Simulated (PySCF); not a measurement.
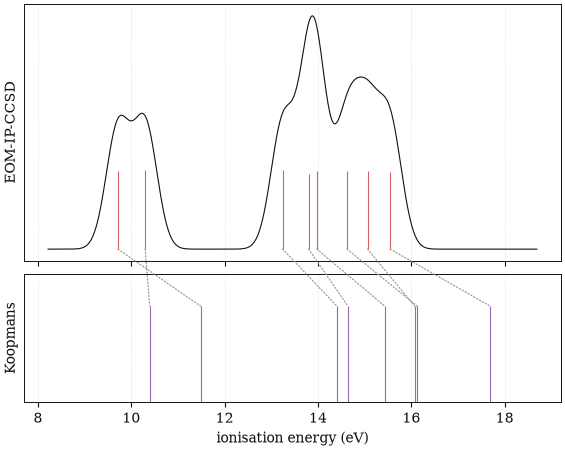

Valence photoelectron lines of C₄H₆O (2-butenal), SMILES C/C=C/C=O: vertical EOM-IP-CCSD/aug-cc-pVDZ (frozen core, PySCF 2.14.0, at a PBE0-D3(BJ)/def2-SVP geometry (no frequency check); 8 lines, one for each of the 8 highest orbitals, so a line of a deeper orbital can be missing among them) above, Hartree-Fock orbital energies with the sign turned below, non-relativistic; dotted lines join each line to its leading orbital. Stick heights are one-hole weights (summed over degenerate lines), not cross-sections; Gaussian width 0.60 eV.

Q: Do correlation and relaxation change the order of the lines?

A: Yes: in order of rising energy the holes are HOMO−1, HOMO, HOMO−2, HOMO−3, HOMO−4, HOMO−6, HOMO−5, HOMO−7.

Q: List the lines.

A:
| hole | EOM-IP-CCSD (eV) | Koopmans (eV) | one-hole weight |
| --- | --- | --- | --- |
| HOMO-1 | 9.72 | 11.48 | 0.94 |
| HOMO | 10.30 | 10.39 | 0.96 |
| HOMO-2 | 13.24 | 14.40 | 0.96 |
| HOMO-3 | 13.80 | 14.64 | 0.91 |
| HOMO-4 | 13.98 | 15.43 | 0.95 |
| HOMO-6 | 14.62 | 16.12 | 0.95 |
| HOMO-5 | 15.06 | 16.07 | 0.95 |
| HOMO-7 | 15.55 | 17.69 | 0.93 |

Known limits of this run: small basis, so the lines can lie some tenths of an eV too low; one conformer of a flexible molecule.
